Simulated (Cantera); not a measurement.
Charge: 1 mol SiC, 0.8 mol CO₂, 1.4 mol H₂, equilibrated at 0.0825 Torr.

Equilibrium computed with Cantera from the NASA thermochemical tables; the gas is ideal and each condensed phase is pure. Candidate condensed phases: C, C₆H₆, C₇H₈, C₈H₁₈, H₂O, Si, SiC, SiO₂; 123 gas species. Mutual solubility and eutectic melting of coexisting phases are not modelled. The tables hold silica as quartz up to 1696 K and as liquid above; real silica turns to tridymite and cristobalite and melts near 1996 K. Kinetics and transport are ignored.

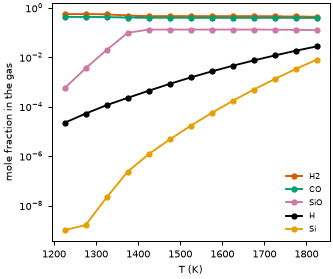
Figure. Equilibrium gas composition (values under 1e-9 drawn at 1e-9)

Task: Read off the mole fractions at 1325 K.

Result: H₂ about 0.55, CO about 0.43, SiO about 0.020, H about 0.00012, Si about 2.1e-8.
